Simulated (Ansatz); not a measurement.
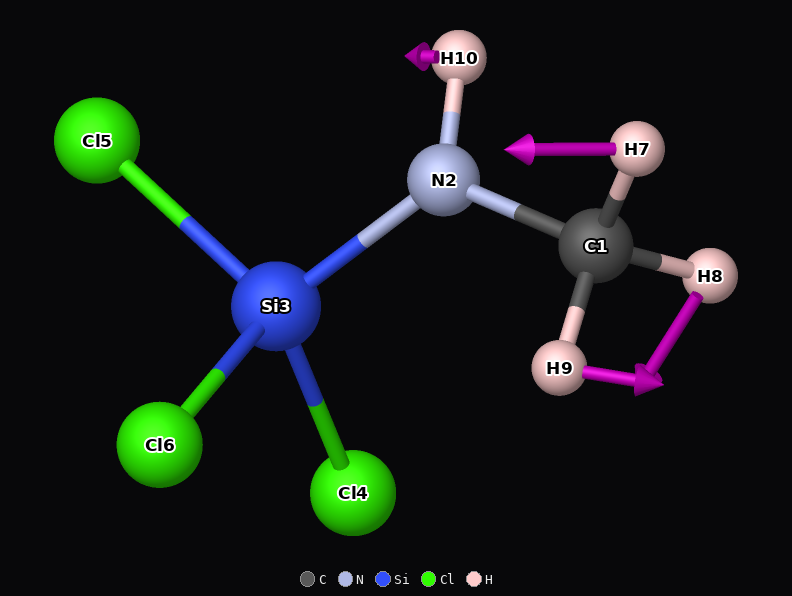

The arrows show one normal mode. Harmonic vibrations computed with RKS PBE0-D4/def2-TZVP (Ansatz 0.2.0) at a stationary point of the same level.

Describe the motion.

Answer. Mostly H–C–H bending.

Estimate its harmonic wavenumber.

Answer. 1515 cm⁻¹; it is mode 20 of 24 counted from the lowest.
